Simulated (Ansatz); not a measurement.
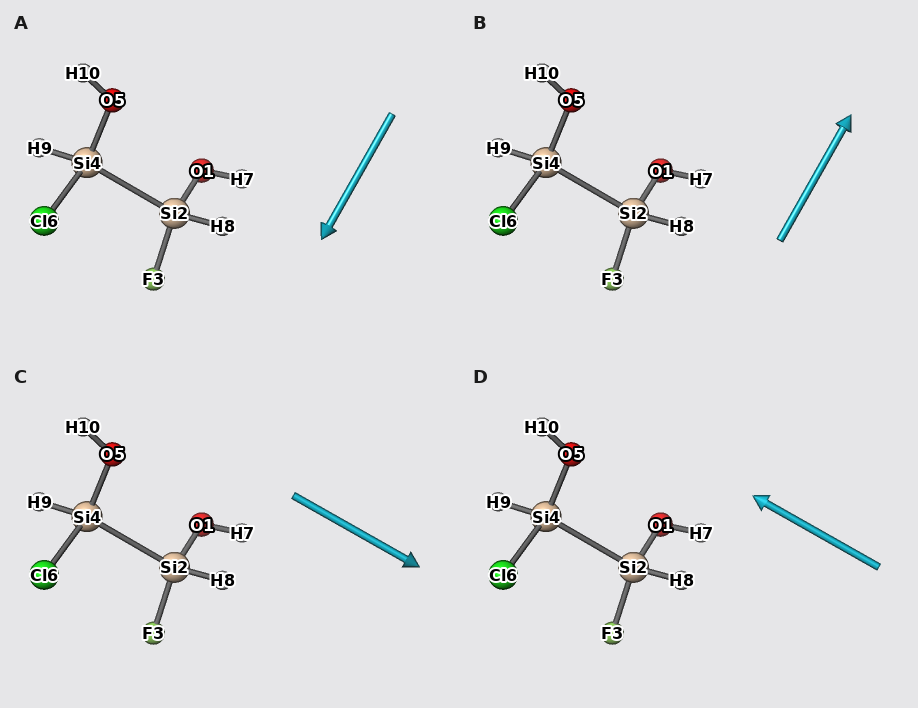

The same molecule four times, each with an arrow. Computed geometry: PBE0-D4/def2-TZVP optimisation. No frequency run is at hand to confirm it as a minimum. Properties computed with RKS B3LYP-D4/def2-TZVPP (Ansatz 0.2.0).

**Which arrow points along the dipole moment, from the negative to the positive end?**

B. The dipole moment is 2.07 D; it points from the side of Cl6 to the side of H7, H10 (the outermost atoms at the two ends).
